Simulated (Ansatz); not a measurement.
**Run report: TaN2H5ClOF, molecular dynamics (part 3 of 3)**

Continued. System: TaN2H5ClOF. Method: RKS B3LYP-D4/def2-SVP (Ansatz 0.2.0). It belongs to a series of runs on one base structure; here: dynamics from the start.

Geometry of the input (Å):
```
Ta -0.1842  0.2058  0.0468
F  1.6340  0.7838  0.1519
N  0.1162  -0.2137  1.9752
H  -0.4369  -0.8607  2.5314
H  1.0056  -0.0057  2.4274
O  0.0638  -0.3618  -1.7540
H  0.1820  -1.0880  -2.3736
N  -1.1781  1.8896  -0.0129
H  -1.4695  2.4402  0.7915
H  -1.5005  2.3119  -0.8827
Cl -1.9417  -1.4206  0.2620
```

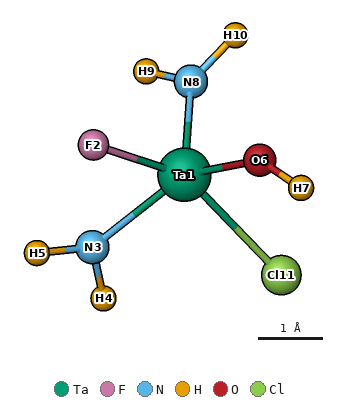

The geometry at step 92 of the log (ball-and-stick view, seen at a tilt; atoms are numbered from 1 in the order of the input).

Trajectory as extended XYZ, continued:
```
11
Properties=species:S:1:pos:R:3:forces:R:3 step=33 time_fs=8.2 energy=-21898.14684 temperature=132.2
Ta   -0.1913    0.2062    0.0439    0.9578   0.4033   0.5810
F     1.6719    0.7739    0.1448   -0.9046  -0.2383  -0.0400
N     0.1312   -0.1651    2.0005   -0.5067  -0.4284  -0.8065
H    -0.4199   -0.8869    2.4674    0.1275   0.1796   0.1654
H     1.0759   -0.1238    2.3582    0.2888   0.0913   0.2774
O     0.1008   -0.3784   -1.7448   -0.1743  -0.2580  -0.2854
H     0.1509   -1.1131   -2.3760    0.0298   0.3035   0.3025
N    -1.1934    1.8897    0.0288    0.0058   0.1464  -0.1100
H    -1.3966    2.4973    0.8318    0.0564  -0.2900  -0.3347
H    -1.5488    2.2845   -0.8472    0.0339   0.0179   0.2341
Cl   -1.9446   -1.4248    0.2517    0.0856   0.0726   0.0164
11
Properties=species:S:1:pos:R:3:forces:R:3 step=42 time_fs=10.5 energy=-21898.08603 temperature=79.9
Ta   -0.1928    0.2065    0.0434    1.1048   0.4328   0.5834
F     1.6780    0.7700    0.1427   -1.0403  -0.2650  -0.0592
N     0.1332   -0.1541    2.0020    0.4932  -0.2943  -0.5945
H    -0.3979   -0.8784    2.4697   -0.2132  -0.0876   0.2992
H     1.0981   -0.1547    2.3606   -0.3936   0.1949  -0.0797
O     0.1099   -0.3847   -1.7442   -0.3301   1.7904   1.5376
H     0.1449   -1.0872   -2.3443    0.1493  -1.7314  -1.4638
N    -1.1970    1.8897    0.0392    0.2803  -0.4699  -0.5613
H    -1.3751    2.4960    0.8234   -0.0984   0.2139   0.4117
H    -1.5628    2.2832   -0.8238   -0.0702   0.1148  -0.0883
Cl   -1.9452   -1.4258    0.2489    0.1181   0.1012   0.0149
11
Properties=species:S:1:pos:R:3:forces:R:3 step=50 time_fs=12.5 energy=-21898.10833 temperature=99.1
Ta   -0.1938    0.2068    0.0431    1.1834   0.4124   0.6068
F     1.6811    0.7661    0.1407   -1.0895  -0.2649  -0.0620
N     0.1361   -0.1452    2.0015    0.6051  -0.5452  -0.3097
H    -0.3856   -0.8728    2.4828   -0.2435   0.0366   0.1653
H     1.1047   -0.1743    2.3608   -0.4822   0.3042  -0.1991
O     0.1172   -0.3867   -1.7407   -0.2660   0.1405   0.0635
H     0.1447   -1.1186   -2.3619    0.0636  -0.0760  -0.0247
N    -1.1994    1.8885    0.0470    0.2911  -0.4631  -0.5127
H    -1.3592    2.5011    0.8295   -0.0848   0.2121   0.4657
H    -1.5776    2.2863   -0.8056   -0.1034   0.1345  -0.2108
Cl   -1.9456   -1.4265    0.2465    0.1263   0.1087   0.0176
11
Properties=species:S:1:pos:R:3:forces:R:3 step=58 time_fs=14.5 energy=-21898.06498 temperature=61.8
Ta   -0.1946    0.2073    0.0429    1.2086   0.3524   0.6182
F     1.6820    0.7615    0.1385   -1.0834  -0.2487  -0.0544
N     0.1405   -0.1379    2.0002   -0.1346  -0.9028  -0.1723
H    -0.3820   -0.8652    2.5019   -0.1042   0.3425  -0.0987
H     1.0952   -0.1825    2.3543    0.1244   0.3496  -0.0330
O     0.1239   -0.3884   -1.7370   -0.2309  -1.3361  -1.2548
H     0.1471   -1.1546   -2.3818    0.0131   1.4017   1.2438
N    -1.2011    1.8862    0.0535    0.0346   0.2025  -0.1257
H    -1.3463    2.5126    0.8510    0.0385  -0.2851  -0.1533
H    -1.5959    2.2941   -0.7942    0.0070   0.0141   0.0090
Cl   -1.9459   -1.4272    0.2440    0.1268   0.1101   0.0213
11
Properties=species:S:1:pos:R:3:forces:R:3 step=67 time_fs=16.8 energy=-21898.09710 temperature=89.4
Ta   -0.1952    0.2079    0.0429    1.1795   0.2674   0.5637
F     1.6805    0.7559    0.1360   -1.0318  -0.2180  -0.0469
N     0.1450   -0.1325    1.9981   -0.5862  -0.8720  -0.2630
H    -0.3832   -0.8419    2.5194   -0.1018   0.3347  -0.1408
H     1.0908   -0.1759    2.3459    0.5767   0.3283   0.1255
O     0.1307   -0.3934   -1.7358   -0.2898  -0.2779  -0.3219
H     0.1508   -1.1403   -2.3555    0.0512   0.3416   0.3248
N    -1.2029    1.8842    0.0602   -0.1236   0.5563  -0.0735
H    -1.3302    2.5131    0.8689    0.0656  -0.4755  -0.4087
H    -1.6159    2.3033   -0.7806    0.1220  -0.1076   0.2156
Cl   -1.9460   -1.4277    0.2413    0.1383   0.1226   0.0251
11
Properties=species:S:1:pos:R:3:forces:R:3 step=75 time_fs=18.8 energy=-21898.08431 temperature=78.4
Ta   -0.1955    0.2085    0.0430    1.1031   0.1862   0.4877
F     1.6768    0.7504    0.1336   -0.9378  -0.1753  -0.0401
N     0.1476   -0.1303    1.9954    0.0870  -0.4996  -0.3181
H    -0.3888   -0.8084    2.5301   -0.2398   0.0206   0.0842
H     1.1066   -0.1568    2.3423    0.0332   0.2754  -0.0208
O     0.1360   -0.3985   -1.7355   -0.3720   1.7596   1.4081
H     0.1562   -1.1158   -2.3204    0.1152  -1.7006  -1.3820
N    -1.2048    1.8839    0.0660    0.0274   0.1166  -0.4060
H    -1.3136    2.4963    0.8707   -0.0256  -0.0698   0.0979
H    -1.6295    2.3078   -0.7611    0.0591  -0.0501   0.0572
Cl   -1.9460   -1.4281    0.2389    0.1503   0.1369   0.0319
11
Properties=species:S:1:pos:R:3:forces:R:3 step=83 time_fs=20.8 energy=-21898.12654 temperature=114.7
Ta   -0.1955    0.2091    0.0432    0.9711   0.0909   0.4431
F     1.6713    0.7445    0.1312   -0.7781  -0.1116  -0.0219
N     0.1504   -0.1294    1.9919    0.6287  -0.2433  -0.2655
H    -0.4030   -0.7736    2.5436   -0.2032  -0.1169   0.2005
H     1.1236   -0.1274    2.3380   -0.5496   0.1640  -0.1381
O     0.1404   -0.4002   -1.7325   -0.3390   0.4639   0.2892
H     0.1656   -1.1434   -2.3274    0.0753  -0.4156  -0.3190
N    -1.2066    1.8838    0.0706    0.2322  -0.3625  -0.5739
H    -1.2979    2.4766    0.8762   -0.1000   0.3021   0.5559
H    -1.6410    2.3107   -0.7398   -0.0815   0.0929  -0.2152
Cl   -1.9458   -1.4283    0.2366    0.1440   0.1362   0.0448
11
Properties=species:S:1:pos:R:3:forces:R:3 step=92 time_fs=23.0 energy=-21898.10950 temperature=100.1
Ta   -0.1953    0.2098    0.0435    0.7587  -0.0411   0.3852
F     1.6633    0.7376    0.1284   -0.5362  -0.0225   0.0072
N     0.1552   -0.1293    1.9872    0.0249  -0.3344  -0.1569
H    -0.4265   -0.7380    2.5665    0.1681   0.1102  -0.0211
H     1.1207   -0.0870    2.3282   -0.3058   0.0408   0.0546
O     0.1445   -0.4010   -1.7286   -0.2511  -1.4152  -1.2858
H     0.1793   -1.1887   -2.3463   -0.0131   1.4488   1.1708
N    -1.2079    1.8829    0.0742    0.1781  -0.0244  -0.1135
H    -1.2844    2.4656    0.9037   -0.0830   0.0113   0.0537
H    -1.6573    2.3178   -0.7246   -0.0664   0.1015  -0.1533
Cl   -1.9454   -1.4284    0.2340    0.1259   0.1251   0.0593
11
Properties=species:S:1:pos:R:3:forces:R:3 step=100 time_fs=25.0 energy=-21898.13703 temperature=123.7
Ta   -0.1949    0.2104    0.0439    0.5288  -0.1668   0.2696
F     1.6549    0.7315    0.1260   -0.2953   0.0625   0.0265
N     0.1596   -0.1302    1.9824   -0.7915  -0.3781  -0.2318
H    -0.4416   -0.7028    2.5866    0.3696   0.1953  -0.1590
H     1.1064   -0.0490    2.3216    0.3209   0.0140   0.3377
O     0.1474   -0.4047   -1.7279   -0.2814  -0.6447  -0.6451
H     0.1914   -1.1800   -2.3234    0.0130   0.6681   0.5247
N    -1.2086    1.8819    0.0769   -0.0086   0.4663   0.1782
H    -1.2759    2.4568    0.9311   -0.0707  -0.3043  -0.5184
H    -1.6740    2.3278   -0.7167    0.0954  -0.0350   0.1496
Cl   -1.9449   -1.4283    0.2318    0.1198   0.1226   0.0679
11
Properties=species:S:1:pos:R:3:forces:R:3 step=108 time_fs=27.0 energy=-21898.11561 temperature=105.3
Ta   -0.1944    0.2111    0.0444    0.2751  -0.2855   0.1133
F     1.6460    0.7254    0.1236   -0.0368   0.1523   0.0356
N     0.1621   -0.1320    1.9770   -0.5408  -0.1077  -0.3022
H    -0.4440   -0.6612    2.6017    0.1830  -0.0337   0.0181
H     1.1019   -0.0104    2.3270    0.2557  -0.0144   0.3133
O     0.1496   -0.4097   -1.7284   -0.4431   1.5853   1.1168
H     0.2045   -1.1515   -2.2848    0.1694  -1.5672  -1.2083
N    -1.2093    1.8821    0.0800   -0.0321   0.3843  -0.0282
H    -1.2703    2.4379    0.9412   -0.1053  -0.1490  -0.3644
H    -1.6874    2.3368   -0.7039    0.1542  -0.0897   0.2298
Cl   -1.9442   -1.4281    0.2297    0.1206   0.1253   0.0761
11
Properties=species:S:1:pos:R:3:forces:R:3 step=117 time_fs=29.2 energy=-21898.13499 temperature=122.0
Ta   -0.1938    0.2117    0.0449   -0.0298  -0.3992  -0.0381
F     1.6359    0.7190    0.1209    0.2841   0.2626   0.0465
N     0.1634   -0.1344    1.9700    0.4299   0.2635  -0.0396
H    -0.4392   -0.6165    2.6201   -0.1194  -0.2873   0.2340
H     1.1052    0.0318    2.3456   -0.4194  -0.1285  -0.0304
O     0.1509   -0.4115   -1.7265   -0.3585   0.4645   0.2325
H     0.2262   -1.1774   -2.2860    0.0873  -0.4509  -0.3598
N    -1.2100    1.8834    0.0833    0.1797  -0.2052  -0.4292
H    -1.2689    2.4118    0.9391   -0.1575   0.3208   0.3664
H    -1.6965    2.3436   -0.6807   -0.0031   0.0450  -0.0733
Cl   -1.9433   -1.4277    0.2273    0.1068   0.1148   0.0910
11
Properties=species:S:1:pos:R:3:forces:R:3 step=125 time_fs=31.2 energy=-21898.08902 temperature=82.5
Ta   -0.1933    0.2121    0.0453   -0.3041  -0.4851  -0.1594
F     1.6275    0.7139    0.1187    0.5711   0.3590   0.0583
N     0.1656   -0.1359    1.9638    0.3784   0.1807   0.5014
H    -0.4381   -0.5870    2.6443   -0.0272  -0.1870  -0.0307
H     1.0940    0.0645    2.3621   -0.4545  -0.1506  -0.1719
O     0.1511   -0.4119   -1.7241   -0.1238  -1.4151  -1.1906
H     0.2488   -1.2204   -2.3031   -0.1415   1.4269   1.0126
N    -1.2102    1.8841    0.0851    0.2742  -0.2686  -0.2155
H    -1.2739    2.3995    0.9487   -0.1460   0.3086   0.3745
H    -1.7042    2.3512   -0.6624   -0.1124   0.1350  -0.2826
Cl   -1.9424   -1.4272    0.2254    0.0859   0.0961   0.1040
11
Properties=species:S:1:pos:R:3:forces:R:3 step=133 time_fs=33.2 energy=-21898.09235 temperature=85.3
Ta   -0.1928    0.2125    0.0458   -0.5550  -0.5571  -0.2943
F     1.6202    0.7095    0.1166    0.8201   0.4402   0.0644
N     0.1685   -0.1369    1.9588   -0.3891  -0.0991   0.8488
H    -0.4379   -0.5646    2.6668    0.1423  -0.0422  -0.4151
H     1.0677    0.0920    2.3730    0.1546  -0.0195  -0.0360
O     0.1510   -0.4151   -1.7242   -0.1458  -0.9652  -0.8248
H     0.2668   -1.2165   -2.2872   -0.1152   0.9806   0.6628
N    -1.2098    1.8842    0.0864    0.0677   0.2694   0.2706
H    -1.2842    2.3976    0.9704   -0.0762  -0.0861  -0.2766
H    -1.7154    2.3631   -0.6534    0.0235  -0.0037  -0.1123
Cl   -1.9414   -1.4266    0.2235    0.0731   0.0827   0.1124
11
Properties=species:S:1:pos:R:3:forces:R:3 step=142 time_fs=35.5 energy=-21898.04895 temperature=48.0
Ta   -0.1924    0.2127    0.0462   -0.7736  -0.6048  -0.4236
F     1.6141    0.7056    0.1144    1.0300   0.5075   0.0636
N     0.1707   -0.1383    1.9559   -0.6123  -0.0818   0.7534
H    -0.4325   -0.5423    2.6747   -0.0319  -0.1640  -0.3536
H     1.0453    0.1223    2.3837    0.5482   0.0824   0.0442
O     0.1502   -0.4208   -1.7261   -0.5527   1.5657   1.0388
H     0.2838   -1.1791   -2.2473    0.2969  -1.5390  -1.1320
N    -1.2091    1.8853    0.0887   -0.1806   0.6082   0.2624
H    -1.2992    2.3921    0.9831   -0.0215  -0.2345  -0.5112
H    -1.7263    2.3757   -0.6478    0.2299  -0.2145   0.1352
Cl   -1.9402   -1.4258    0.2216    0.0676   0.0748   0.1229
11
Properties=species:S:1:pos:R:3:forces:R:3 step=150 time_fs=37.5 energy=-21898.06457 temperature=61.5
Ta   -0.1922    0.2128    0.0464   -0.8954  -0.6008  -0.4580
F     1.6108    0.7032    0.1125    1.1560   0.5490   0.0674
N     0.1711   -0.1397    1.9556    0.1370   0.2982   0.6191
H    -0.4291   -0.5293    2.6681   -0.3412  -0.3895   0.0229
H     1.0446    0.1515    2.3938    0.0903  -0.0785  -0.1939
O     0.1484   -0.4229   -1.7258   -0.4348   0.8504   0.5340
H     0.3086   -1.1933   -2.2471    0.1880  -0.8111  -0.6194
N    -1.2089    1.8878    0.0914   -0.0797   0.2461  -0.1595
H    -1.3138    2.3791    0.9761   -0.0481   0.0517   0.0440
H    -1.7277    2.3792   -0.6388    0.1751  -0.1757   0.0022
Cl   -1.9391   -1.4250    0.2201    0.0529   0.0601   0.1412
```
